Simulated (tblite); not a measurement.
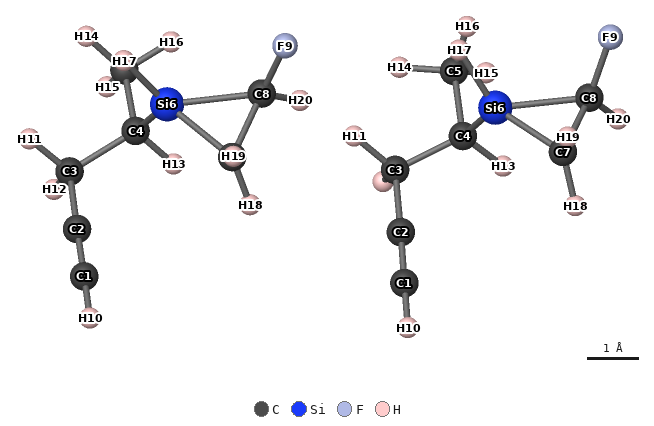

Two geometries of C7H11FSi, drawn at one scale. One is the start of a relaxation, the other its converged end. The picture is a ball-and-stick view, seen from a free direction.

All numbers below come from tblite, GFN2-xTB geometry optimisation, gas phase. 

Question: Which one is relaxed?

Answer: The left one is the relaxed one. After 125 geometry steps the energy has fallen by 81.0 kJ/mol. H16 moves most after the best rigid fit: 1.20 Å. Largest moves by element: H 1.20 Å, F 0.62 Å, C 0.23 Å, Si 0.10 Å. Among the contacts that change: C4–Si6 1.843 → 1.901 Å, Si6–C7 1.831 → 1.885 Å, C3–C4 1.497 → 1.535 Å, C7–H18 1.115 → 1.080 Å. Among the angles between lasting bonds that change: F9–C8–H20 117.6° → 107.9°, Si6–C8–H20 118.4° → 125.5°, C4–Si6–C8 111.3° → 118.2°. Groups turn about C4–C5 by about 60°.
